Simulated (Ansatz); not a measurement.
The compound is KCoF3 (cubic perovskite) (Pm-3m).

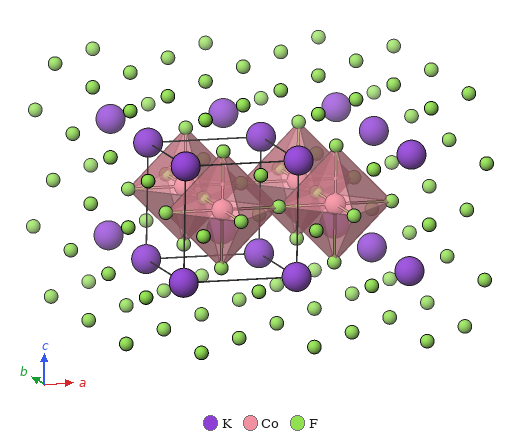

The structure (potassium purple, cobalt pink, fluorine green). 2×2×1 cells are drawn. Some periodic images of atoms are drawn too.

The structure is cubic, space group Pm-3m (No. 221). Conventional cell: a = 3.855 Å, b = 3.855 Å, c = 3.855 Å, α = 90.00°, β = 90.00°, γ = 90.00°. Nearest to K lie 12 F at 2.73 Å. Co has 6 F at 1.93 Å nearest. Nearest to F lie 2 Co at 1.93 Å and 4 K at 2.73 Å. Farther neighbours and most contacts between anions are not listed.

```yaml
crystal:
  lattice:
    - [0.00000, -3.85523, 0.00000]
    - [0.00000, 0.00000, 3.85523]
    - [-3.85523, 0.00000, 0.00000]
  atoms:
    - { symbol: K, position: [0.00000, 0.00000, 0.00000] }
    - { symbol: Co, position: [0.50000, 0.50000, 0.50000] }
    - { symbol: F, position: [0.50000, 0.50000, 0.00000] }
    - { symbol: F, position: [0.50000, 0.00000, 0.50000] }
    - { symbol: F, position: [0.00000, 0.50000, 0.50000] }
```

The structure was relaxed with LDA. The structure type comes from a generator and need not be one that this composition takes. The structure was generated from a model, not taken from a measurement. The runs that relaxed it are not among those shown. The program's search for lower electronic states was switched off, so nothing shows that the state found is the lowest. PAW set soft_2, made with PBE.

A constrained-RPA run (Ansatz 0.2.0; non-magnetic LDA; Co d, bands v4 to c1, 6×6×6 mesh, medium accuracy) builds 5 functions on bands 2.9 eV wide, with 7.0 electrons in the window. The bare on-site interaction is 22.6 eV and the bare J 0.76 eV.

Question: What U and J survive the screening?

On the Co d shell, U = 7.67 eV (34 % of the bare value), U′ = 6.42 eV, J = 0.63 eV.

The parent state is non-magnetic and the interaction static (zero frequency); U depends on the window and the orbitals, so it belongs to this model alone.

[Paths, hosts, dates, memory and timing lines, banners, echoed tables and standing remarks are left out of the program output.]

[Logs are printed without paths, hosts, clocks, repeated set-up lines and the standing remarks that a program may print on its own settings, such as how far it seeks lower states.]

[Runs of the session that timed out or met a known fault of the program may be left out.]

[Hosts, paths, dates, database ids (printed as entryN), source tags and the programs' standing remarks are cut or masked in the printed files.]
